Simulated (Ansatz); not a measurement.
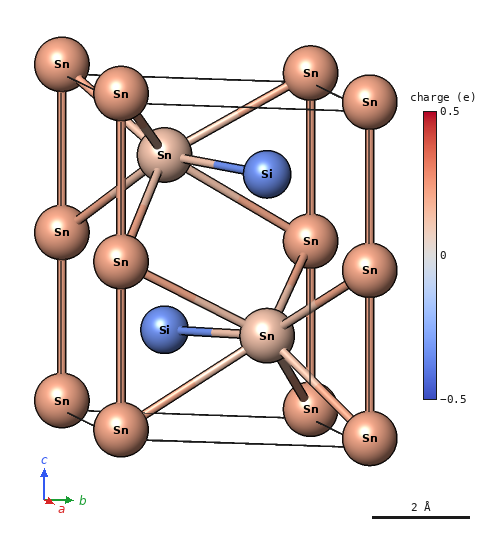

Ball-and-stick drawing of the structure, looking slightly off an axis. The edges of the simulation cell are marked. The atoms of this SiSn2 cell are coloured by their Bader charge.

Theory: DFT, PAW plane waves, PBE (Ansatz 0.2.0). Numerical settings: a 420 eV plane-wave basis, k-points on a 7×7×5 grid, Fermi-Dirac smearing of 0.1 eV, no spin polarisation.

Question: What do the colours say about charge transfer?

Answer: Most positive: Sn; most negative: Si. Charges: about Si -0.3 e; Sn +0.1 to +0.2 e.

About the cell: it is a generated cell, made by putting these elements into a known structure type (the compound may or may not exist in this form), and it is unrelaxed. A calculation with Ansatz used it as input.

At this level of theory the cell isn't at rest (stretched, at -7 GPa), so its distances can differ from those at equilibrium, the more so the softer the solid.
